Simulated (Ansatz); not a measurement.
Starting cell, ZrB₂ (AlB2 type, space group P6/mmm):

```
ZrB2
1.0
    3.17143     0.00000     0.00000
   -1.58571     2.74654     0.00000
    0.00000     0.00000     3.54132
Zr B
1 2
Direct
  0.00000   0.00000   0.00000
  0.33333   0.66667   0.50000
  0.66667   0.33333   0.50000
```

A phonon eigenvector at Γ is frozen into this cell: atom i moves by Q times the vector below, so Q is the largest atomic displacement, in Å. The cell is held.

```tsv
atom	x	y	z
Zr1	0.000	0.000	0.237
B2	0.000	0.000	-1.000
B3	0.000	0.000	-1.000
```

Calculation: PBE (plane waves to 420 eV, PAW, scalar-relativistic; Ansatz, a quantum-chemistry and plane-wave program). k mesh 17×17×13 (Γ-centred), Fermi-Dirac smearing 0.05 eV. E stands for the smeared free energy. With partly filled bands, energies and forces of such displacements shift with the k mesh and the smearing. ZrB2 is run without spin polarisation. ZrB2 was relaxed with its symmetry unable to fall. ΔE is measured from the undisplaced structure.

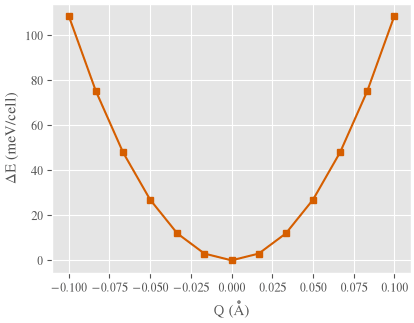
Fig. 1. ΔE (meV/cell) against Q (Å); one marker a computed point.

### Question
What is the energy change at Q = 0.100 Å?

### Answer
About 110 meV/cell.

### Question
What harmonic wavenumber does the curvature at Q = 0 give?

### Answer
About 470 cm⁻¹.

(For displaced atoms, the force is minus the slope of the energy, and its curvature is a force constant, which sets phonon frequencies.)
